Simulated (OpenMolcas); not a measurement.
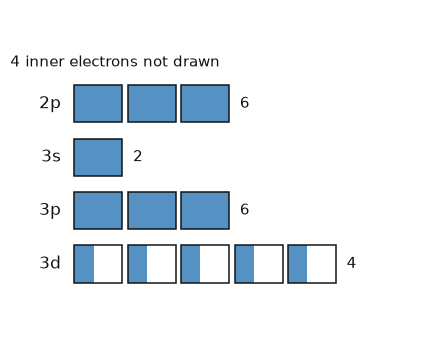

Fig. 1: The outer shells of the leading configuration of the lowest level: a box for each of the 2l + 1 orbitals, shaded by the share of the shell that is filled, with the electron count at the right.

**Multiconfigurational calculation: Cr²⁺ complex (part 1 of 2)**

System: Cr²⁺ with 6 ligands (O; octahedron, 2.28 Å), neutralised by 6 outer point charges of +1.7 e, whose field is part of the energies.
Method: state-averaged CASSCF, active space 4 electrons in the shell 3d, basis ANO-RCC-VDZP on the metal and ANO-RCC-VDZP on the ligands, DKH2 scalar Hamiltonian, spin-orbit coupling by RASSI with atomic mean-field integrals (OpenMolcas).

### Input
```
&GATEWAY
Coord
7

Cr 0.0 0.0 0.0
O 2.280000 0.000000 0.000000
O 0.000000 2.280000 0.000000
O -2.280000 0.000000 0.000000
O 0.000000 -2.280000 0.000000
O 0.000000 0.000000 2.280000
O 0.000000 0.000000 -2.280000
Basis=Cr.ANO-RCC-VDZP,O.ANO-RCC-VDZP
Group=XYZ
NoMove
AngMom=0.0 0.0 0.0
AMFI
RICD
XField
3 Angstrom 0
5.080000 0.000000 0.000000 1.666667
0.000000 5.080000 0.000000 1.666667
0.000000 0.000000 5.080000 1.666667
&SEWARD
&RASSCF
FileOrb=start.orb
Symmetry=1
Spin=5
nActEl=4 0 0
Inactive=18 21
Ras2=5 0
CIRoot=5 5 1
SDav=5
CIMx=300
Iter=150 100
PrWF=0.3
OrbListing=Nothing
MaxOrb=0
LevShft=1.0
>>> COPY $Project.JobIph JOB001
&RASSCF
FileOrb=start.orb
Symmetry=1
Spin=3
nActEl=4 0 0
Inactive=18 21
Ras2=5 0
CIRoot=45 45 1
SDav=45
CIMx=300
Iter=150 100
PrWF=0.3
OrbListing=Nothing
MaxOrb=0
LevShft=1.0
>>> COPY $Project.JobIph JOB002
&RASSCF
FileOrb=start.orb
Symmetry=1
Spin=1
nActEl=4 0 0
Inactive=18 21
Ras2=5 0
CIRoot=50 50 1
SDav=50
CIMx=300
Iter=150 100
PrWF=0.3
OrbListing=Nothing
MaxOrb=0
LevShft=1.0
>>> COPY $Project.JobIph JOB003
&RASSI
NrOfJobIphs=3 5 45 50
1 2 3 4 5
1 2 3 4 5 6 7 8 9 10 11 12 13 14 15 16 17 18 19 20 21 22 23 24 25 26 27
28 29 30 31 32 33 34 35 36 37 38 39 40 41 42 43 44 45
1 2 3 4 5 6 7 8 9 10 11 12 13 14 15 16 17 18 19 20 21 22 23 24 25 26 27
28 29 30 31 32 33 34 35 36 37 38 39 40 41 42 43 44 45 46 47 48 49 50
IphNames
JOB001
JOB002
JOB003
EJob
SpinOrbit
DIPRint=1.0
SOCoupling=1000.0
Subsets=2
Property=9
'ANGMOM' 1 'ANGMOM' 2 'ANGMOM' 3 'MLTPL  1' 1 'MLTPL  1' 2 'MLTPL  1' 3
'AMFI' 1 'AMFI' 2 'AMFI' 3
SOProperty=3
'ANGMOM' 1 'ANGMOM' 2 'ANGMOM' 3
```

The file start.orb holds starting orbitals from an earlier step. A driver script formed the levels outside the program, from RASSI's spin-orbit matrix and the active-space energies, averaged over the components of each term or state.

Hardware: 1 thread of Arm Neoverse V1, 24 GiB of memory available, shared host.

Run as:
```bash
OMP_NUM_THREADS=1 MOLCAS_MEM=2457 MOLCAS_PROJECT=a pymolcas a.inp > a.log  # once for each step of the input, in one work folder
```

### Log (extracts)
```
--- SEWARD ---
Basis set label: CR.ANO-RCC...5S4P2D1F.

      Electronic valence basis set:
      ------------------
      Associated Effective Charge  24.000000 au
      Associated Actual Charge     24.000000 au
      Nuclear Model: Point charge

      Shell  nPrim  nBasis  Cartesian Spherical Contaminant
         s      21       5        X
         p      15       4        X
         d      10       2                 X
         f       6       1                 X
                  Relativistic Douglas-Kroll-Hess integrals:
                    - DKH order of Hamiltonian: 2
                    - DKH order of Properties : 0
                  Atomic mean-field integrals
--- RASSCF ---
Wave function specifications:
      -----------------------------

      Number of closed shell electrons          78
      Number of electrons in active shells       4
      Max number of holes in RAS1 space          0
      Max nr of electrons in RAS3 space          0
      Number of inactive orbitals               39
      Number of active orbitals                  5
      Number of secondary orbitals              74
      Spin quantum number                      2.0
      State symmetry                             1
Orbital specifications:
      -----------------------

      Symmetry species                           1   2
                                                ag  au
      Frozen orbitals                            0   0
      Inactive orbitals                         18  21
      Active orbitals                            5   0
      RAS1 orbitals                              0   0
      RAS2 orbitals                              5   0
      RAS3 orbitals                              0   0
      Secondary orbitals                        34  40
      Deleted orbitals                           0   0
      Number of basis functions                 57  61
      Number of CSFs                             5
      Number of root(s) required                 5
      Iter CI   SX   CI       RASSCF       Energy    max ROT     max BLB   max BLB  Level Ln srch  Step   QN
          iter iter root      energy       change     param      element    value   shift minimum  type update
 Nr of preliminary CI iterations:   1
      Total energies have been shifted. Add                -1000.00 au
        1   1   10    0  -499.18152330    0.00E+00   1.03E-01*  17  51 1 -6.87E-01*  0.92   0.00    SX    NO
        2   1   11    0  -501.71725288   -2.54E+00*  8.53E-02    9  36 2 -3.67E-01*  0.81   0.00    SX    NO
        3   1   11    0  -502.43034950   -7.13E-01*  3.75E-02   21  56 2 -1.24E-01*  0.87   0.00    SX    NO
        4   1   11    0  -502.52913097   -9.88E-02* -1.93E-02   15  49 1  5.97E-02*  0.87   0.00    SX    NO
        5   1   10    0  -502.56436454   -3.52E-02*  2.35E-02   21  56 2 -4.46E-02*  0.86   2.50    LS   YES
        6   1   10    0  -502.58823207   -2.39E-02*  1.33E-02    9  36 2 -2.69E-02*  0.86   1.63    LS   YES
        7   1   10    0  -502.59241132   -4.18E-03* -9.07E-03    8  35 2 -3.64E-02*  0.85   1.12    QN   YES
        8   1   10    0  -502.59859133   -6.18E-03* -1.22E-02   15  49 1 -2.11E-02*  0.85   2.50    LS   YES
        9   1    9    0  -502.60211299   -3.52E-03* -2.72E-03    7  35 2 -1.32E-02*  0.85   1.14    QN   YES
       10   1    9    0  -502.60282284   -7.10E-04*  1.58E-03   18  24 2 -3.72E-03*  0.85   1.42    QN   YES
       11   1    8    0  -502.60301427   -1.91E-04* -9.32E-04   18  56 2 -1.80E-03*  0.85   1.34    QN   YES
       12   1    8    0  -502.60305374   -3.95E-05*  4.39E-04    7  35 2  1.05E-03*  0.85   1.35    QN   YES
       13   1    7    0  -502.60306158   -7.84E-06*  1.53E-04    6  31 1 -3.61E-04*  0.85   1.30    QN   YES
       14   1    7    0  -502.60306287   -1.29E-06* -5.40E-05    8  22 2  1.48E-04*  0.85   1.29    QN   YES
       15   1    6    0  -502.60306306   -1.83E-07* -1.55E-05    7  35 2 -5.31E-05   0.85   1.24    QN   YES
       16   1    5    0  -502.60306308   -2.06E-08* -5.40E-06   15  27 1 -1.64E-05   0.85   1.26    QN   YES
       17   1    5    0  -502.60306308   -2.76E-09   2.86E-06    9  36 2 -6.42E-06   0.85   1.29    QN   YES
      Convergence after 17 iterations
       18   1    5    0  -502.60306308   -4.52E-10   2.86E-06    6  24 1  3.49E-06   0.85   1.29    QN   YES
      Natural orbitals and occupation numbers for root  1
      sym 1:   1.000000   1.000000  -0.000000   1.000000   1.000000
      Natural orbitals and occupation numbers for root  2
      sym 1:   1.000000   1.000000   1.000000   1.000000   0.000000
      Natural orbitals and occupation numbers for root  3
      sym 1:   1.000000  -0.000000   1.000000   1.000000   1.000000
::    RASSCF root number  1 Total energy:  -1502.61540442
::    RASSCF root number  2 Total energy:  -1502.61540442
::    RASSCF root number  3 Total energy:  -1502.59483552
::    RASSCF root number  4 Total energy:  -1502.59483552
::    RASSCF root number  5 Total energy:  -1502.59483552
--- RASSCF ---
Wave function specifications:
      -----------------------------

      Number of closed shell electrons          78
      Number of electrons in active shells       4
      Max number of holes in RAS1 space          0
      Max nr of electrons in RAS3 space          0
      Number of inactive orbitals               39
      Number of active orbitals                  5
      Number of secondary orbitals              74
      Spin quantum number                      1.0
      State symmetry                             1
Orbital specifications:
      -----------------------

      Symmetry species                           1   2
                                                ag  au
      Frozen orbitals                            0   0
      Inactive orbitals                         18  21
      Active orbitals                            5   0
      RAS1 orbitals                              0   0
      RAS2 orbitals                              5   0
      RAS3 orbitals                              0   0
      Secondary orbitals                        34  40
      Deleted orbitals                           0   0
      Number of basis functions                 57  61
      Number of CSFs                            45
      Number of root(s) required                45
      Iter CI   SX   CI       RASSCF       Energy    max ROT     max BLB   max BLB  Level Ln srch  Step   QN
          iter iter root      energy       change     param      element    value   shift minimum  type update
 Nr of preliminary CI iterations:   1
      Total energies have been shifted. Add                -1000.00 au
        1   1   10    0  -502.46788431    0.00E+00  -1.02E-02   19  25 1 -1.70E-02*  0.90   0.00    SX    NO
        2   1   10    0  -502.46904636   -1.16E-03*  2.44E-03    7  34 2 -1.21E-02*  0.88   0.00    SX    NO
        3   1    9    0  -502.46926516   -2.19E-04* -1.52E-03   19  25 1 -2.42E-03*  0.89   0.00    SX    NO
        4   1    9    0  -502.46931975   -5.46E-05* -8.50E-04    6  30 1 -1.57E-03*  0.89   0.00    SX    NO
        5   1    8    0  -502.46933544   -1.57E-05* -1.02E-03   14  23 1 -8.46E-04*  0.89   2.21    LS   YES
        6   1    7    0  -502.46934212   -6.68E-06*  1.13E-04    7  34 2  7.09E-04*  0.89   1.01    QN   YES
        7   1    6    0  -502.46934256   -4.38E-07*  8.56E-05   10  24 1  1.17E-04*  0.88   1.26    QN   YES
        8   1    6    0  -502.46934267   -1.09E-07*  2.84E-05   10  24 1  5.52E-05   0.88   1.25    QN   YES
        9   1    5    0  -502.46934268   -1.13E-08* -1.81E-05   10  24 1  2.70E-05   0.88   1.34    QN   YES
       10   1    5    0  -502.46934269   -3.36E-09  -1.23E-05   10  24 1  1.05E-05   0.88   1.62    QN   YES
      Convergence after 10 iterations
       11   1    5    0  -502.46934269   -1.31E-09  -1.23E-05    7  34 2  4.18E-06   0.88   1.62    QN   YES
      Natural orbitals and occupation numbers for root  1
      sym 1:   1.765149   0.180353   0.999676   0.999676   0.055146
      Natural orbitals and occupation numbers for root  2
      sym 1:   1.765154   0.999680   0.999671   0.055147   0.180348
      Natural orbitals and occupation numbers for root  3
      sym 1:   0.180347   0.055147   1.765154   0.999680   0.999671
::    RASSCF root number  1 Total energy:  -1502.53896878
::    RASSCF root number  2 Total energy:  -1502.53896878
::    RASSCF root number  3 Total energy:  -1502.53896878
::    RASSCF root number  4 Total energy:  -1502.52579975
::    RASSCF root number  5 Total energy:  -1502.52579975
::    RASSCF root number  6 Total energy:  -1502.52082856
::    RASSCF root number  7 Total energy:  -1502.52082856
::    RASSCF root number  8 Total energy:  -1502.52082856
::    RASSCF root number  9 Total energy:  -1502.51921947
::    RASSCF root number 10 Total energy:  -1502.51921947
::    RASSCF root number 11 Total energy:  -1502.51921947
::    RASSCF root number 12 Total energy:  -1502.51190641
::    RASSCF root number 13 Total energy:  -1502.50582447
::    RASSCF root number 14 Total energy:  -1502.50407917
::    RASSCF root number 15 Total energy:  -1502.50407917
::    RASSCF root number 16 Total energy:  -1502.50407917
::    RASSCF root number 17 Total energy:  -1502.49940150
::    RASSCF root number 18 Total energy:  -1502.49940150
::    RASSCF root number 19 Total energy:  -1502.49940150
::    RASSCF root number 20 Total energy:  -1502.49589114
::    RASSCF root number 21 Total energy:  -1502.49589114
::    RASSCF root number 22 Total energy:  -1502.49224856
::    RASSCF root number 23 Total energy:  -1502.49224856
::    RASSCF root number 24 Total energy:  -1502.49224856
::    RASSCF root number 25 Total energy:  -1502.48096522
::    RASSCF root number 26 Total energy:  -1502.48096522
::    RASSCF root number 27 Total energy:  -1502.48096522
::    RASSCF root number 28 Total energy:  -1502.47904213
::    RASSCF root number 29 Total energy:  -1502.47904213
::    RASSCF root number 30 Total energy:  -1502.47904213
--- RASSCF ---
Wave function specifications:
      -----------------------------

      Number of closed shell electrons          78
      Number of electrons in active shells       4
      Max number of holes in RAS1 space          0
      Max nr of electrons in RAS3 space          0
      Number of inactive orbitals               39
      Number of active orbitals                  5
      Number of secondary orbitals              74
      Spin quantum number                      0.0
      State symmetry                             1
Orbital specifications:
      -----------------------

      Symmetry species                           1   2
                                                ag  au
      Frozen orbitals                            0   0
      Inactive orbitals                         18  21
      Active orbitals                            5   0
      RAS1 orbitals                              0   0
      RAS2 orbitals                              5   0
      RAS3 orbitals                              0   0
      Secondary orbitals                        34  40
      Deleted orbitals                           0   0
      Number of basis functions                 57  61
      Number of CSFs                            50
      Number of root(s) required                50
      Iter CI   SX   CI       RASSCF       Energy    max ROT     max BLB   max BLB  Level Ln srch  Step   QN
          iter iter root      energy       change     param      element    value   shift minimum  type update
 Nr of preliminary CI iterations:   1
      Total energies have been shifted. Add                -1000.00 au
        1   1    9    0  -502.40321564    0.00E+00  -4.56E-03   19  25 1 -7.50E-03*  0.88   0.00    SX    NO
        2   1    9    0  -502.40350615   -2.91E-04*  1.26E-03    9  34 2 -5.96E-03*  0.88   0.00    SX    NO
        3   1    8    0  -502.40356398   -5.78E-05* -7.05E-04   14  20 1 -1.18E-03*  0.88   0.00    SX    NO
        4   1    8    0  -502.40357934   -1.54E-05* -4.54E-04    6  30 1 -7.68E-04*  0.88   0.00    SX    NO
        5   1    7    0  -502.40358405   -4.71E-06* -5.84E-04   14  20 1 -4.55E-04*  0.88   2.29    LS   YES
        6   1    7    0  -502.40358623   -2.19E-06*  5.61E-05    9  34 2  4.16E-04*  0.88   1.00    QN   YES
        7   1    6    0  -502.40358637   -1.39E-07*  3.94E-05   19  25 1  4.66E-05   0.88   1.20    QN   YES
        8   1    6    0  -502.40358640   -3.13E-08*  1.02E-05    7  32 2 -2.08E-05   0.88   1.29    QN   YES
        9   1    5    0  -502.40358641   -3.73E-09   5.37E-06   15  36 1 -1.04E-05   0.88   1.30    QN   YES
      Convergence after  9 iterations
       10   1    5    0  -502.40358641   -1.04E-09   5.37E-06   13  37 2  5.45E-06   0.88   1.30    QN   YES
      Natural orbitals and occupation numbers for root  1
      sym 1:   0.129556   1.710631   0.172179   0.993817   0.993817
      Natural orbitals and occupation numbers for root  2
      sym 1:   0.172179   0.993817   0.129556   0.993817   1.710631
      Natural orbitals and occupation numbers for root  3
      sym 1:   0.172179   0.993817   1.710631   0.129556   0.993817
::    RASSCF root number  1 Total energy:  -1502.49512536
::    RASSCF root number  2 Total energy:  -1502.49512536
::    RASSCF root number  3 Total energy:  -1502.49512536
::    RASSCF root number  4 Total energy:  -1502.49353482
::    RASSCF root number  5 Total energy:  -1502.49353482
::    RASSCF root number  6 Total energy:  -1502.48194776
::    RASSCF root number  7 Total energy:  -1502.48046739
::    RASSCF root number  8 Total energy:  -1502.47997972
::    RASSCF root number  9 Total energy:  -1502.47997972
::    RASSCF root number 10 Total energy:  -1502.47997972
::    RASSCF root number 11 Total energy:  -1502.47573809
::    RASSCF root number 12 Total energy:  -1502.47573809
::    RASSCF root number 13 Total energy:  -1502.47573809
::    RASSCF root number 14 Total energy:  -1502.46225482
::    RASSCF root number 15 Total energy:  -1502.46225482
::    RASSCF root number 16 Total energy:  -1502.46225482
::    RASSCF root number 17 Total energy:  -1502.46056958
::    RASSCF root number 18 Total energy:  -1502.46056958
::    RASSCF root number 19 Total energy:  -1502.44888452
::    RASSCF root number 20 Total energy:  -1502.44435307
::    RASSCF root number 21 Total energy:  -1502.44435306
::    RASSCF root number 22 Total energy:  -1502.44273182
::    RASSCF root number 23 Total energy:  -1502.44273182
::    RASSCF root number 24 Total energy:  -1502.44273182
::    RASSCF root number 25 Total energy:  -1502.42261595
::    RASSCF root number 26 Total energy:  -1502.42261595
::    RASSCF root number 27 Total energy:  -1502.42261595
::    RASSCF root number 28 Total energy:  -1502.42066915
::    RASSCF root number 29 Total energy:  -1502.40576733
::    RASSCF root number 30 Total energy:  -1502.40576733
```

(Continued in part 2.) Outcome of the run: converged.
